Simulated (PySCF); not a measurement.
# CeS2 (Ce(S2)+): the cost of one run

The runs use PySCF 2.14.0; TPSS, Ce lcecp-1-SVP with ECP47, S def2-SVP; scalar-relativistic core potentials, no spin–orbit coupling.

4 further runs of the same task are left out: 2 for a known fault of the program, 1 that didn't finish, 1 set aside as unsound or not needed.

## Step 1: Where the work starts

3 atoms, charge 1, spin multiplicity 1.

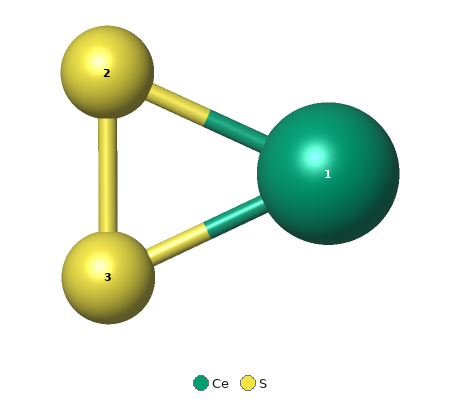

The structure; cerium teal, sulfur yellow; atoms are numbered from 1 in the order of the file.

As a file:

```xyz
3
CeS2
Ce    0.0000    0.0000   -0.6283
S     1.0797    0.0000    1.6917
S    -1.0797    0.0000    1.6917
```

Formal oxidation states: Ce +3. Each metal's 1 4f electrons lie in its core potential, so multiplicities, spins and levels count the valence alone. An earlier session relaxed this geometry at TPSS, Ce lcecp-1-SVP with ECP47, S def2-SVP (singlet, point group C2v).

Its energy there is -828.267813 Eh.

## Step 2: Atoms moved at random, σ = 0.06 Å

Contents of run.py (the lines that set the calculation):

```python
mol = gto.M(atom='''
Ce    -0.08325    -0.02650    -0.72260
S      1.12579     0.08273     1.71353
S     -1.04253    -0.05623     1.76424''',
    basis={'Ce': 'lcecp-1-SVP', 'S': 'def2-SVP'},
    ecp={'Ce': 'lcecp-1-SVP'},
    charge=1, spin=0)
mf = dft.RKS(mol, xc='TPSS')
mf.grids.atom_grid = (50, 194)  # f atoms: unpruned, at least (60, 302)
mf = mf.density_fit()  # fitting sets: Ce AutoAux, S def2-universal-JKFIT
mf.conv_tol = 1e-08; mf.max_cycle = 55
mf.kernel(dm0)  # dm0: the density of the relaxed state
```

The run is started by

```console
OMP_NUM_THREADS=2 python run.py
```

**Question.** How long does this run take on 2 threads of Intel Xeon 6975P-C (Granite Rapids), shared host?

About 1.9 s.
